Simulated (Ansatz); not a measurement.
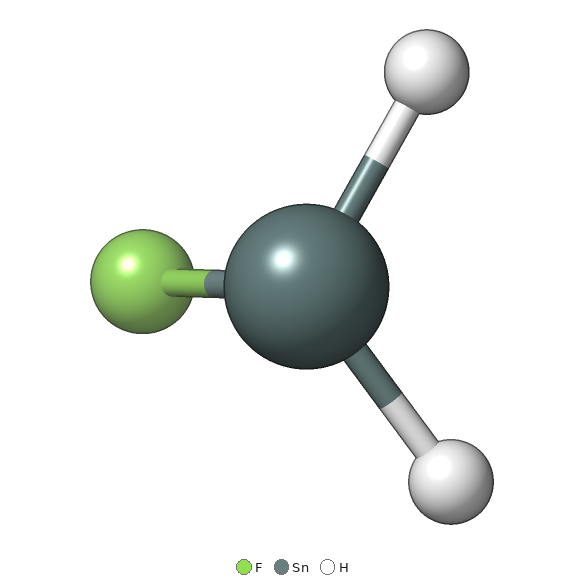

Ball-and-stick drawing of a structure. Every bond is drawn as one stick, whatever its order.

State: neutral, doublet. Computed geometry: PBE0-D4/def2-TZVP optimisation.

What does the picture show?

It has 4 atoms: 1 fluorine, 2 hydrogen and 1 tin (FH₂Sn). SMILES: `[F][SnH2]`. This geometry has Cs symmetry. It is an open-shell species. Coordination: 1 Sn trigonal pyramidal.

More results for the same structure follow; atom numbers are the same in all pictures, views and colours differ.

## Vibrations

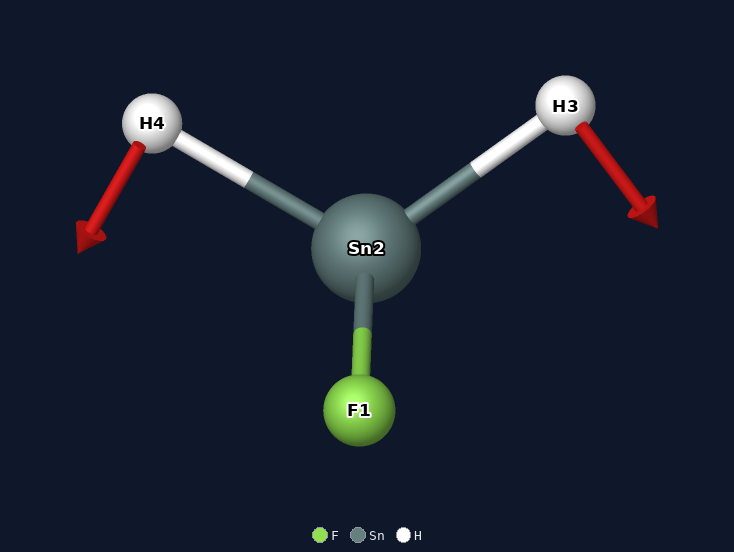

The arrows show one normal mode. Harmonic vibrations computed with UKS PBE0-D4/def2-TZVP, core potentials on Sn (Ansatz 0.2.0) at a stationary point of the same level.

**What kind of motion is it?**

Mostly H–Sn–H bending.

**Estimate its harmonic wavenumber.**

680 cm⁻¹; it is mode 4 of 6 counted from the lowest.

## Electronic properties

Method: UKS ωB97M-V/def2-QZVPP, core potentials on Sn (Ansatz 0.2.0).

**Estimate the ⟨S²⟩ of the determinant.**

0.752.

**Estimate the HOMO energy (Kohn–Sham orbital).**

−8.78 eV.

## Charges

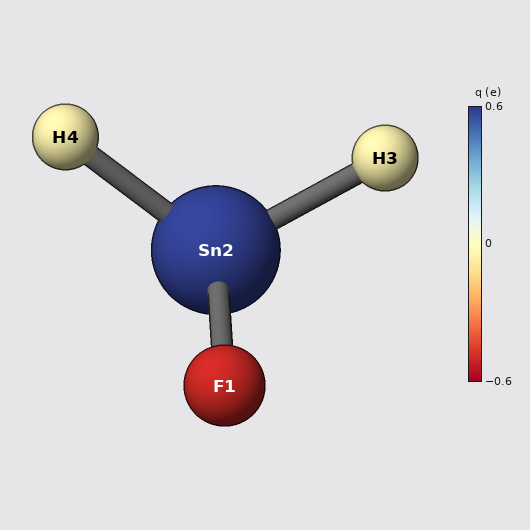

Atoms are coloured by their Mulliken charges. Method: UKS PBE0-D4/def2-TZVP, core potentials on Sn (Ansatz 0.2.0).

Give the Mulliken charges atom by atom.

```tsv
atom	value (e)
F1	−0.49
Sn2	0.57
H3	−0.04
H4	−0.04
```

## Thermal motion

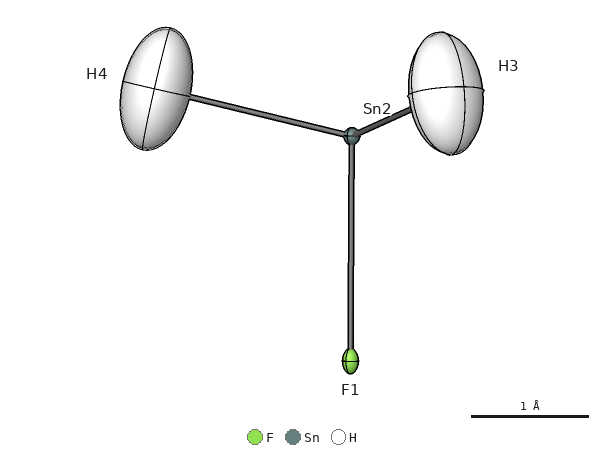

Displacement ellipsoids at the 50 % level, enlarged 2 times, from the internal vibrations of the free molecule (harmonic, no overall translation or rotation; no half-axis is drawn under 0.075 Å). Vibrations computed with UKS PBE0-D4/def2-TZVP, core potentials on Sn (Ansatz 0.2.0). Temperature: 100 K.

List U_eq and the three principal root-mean-square amplitudes for each kind of atom.

```json
{"atom": "F1", "U_eq (Å²)": "0.00047", "rms amplitudes (Å)": "0.006, 0.010, 0.036"}
{"atom": "Sn2", "U_eq (Å²)": "0.00002", "rms amplitudes (Å)": "0.002, 0.002, 0.006"}
{"atom": "H3, H4", "U_eq (Å²)": "0.0169", "rms amplitudes (Å)": "0.095, 0.110, 0.172"}
```

Mulliken values depend strongly on the basis set and can even reverse the polarity of a bond.
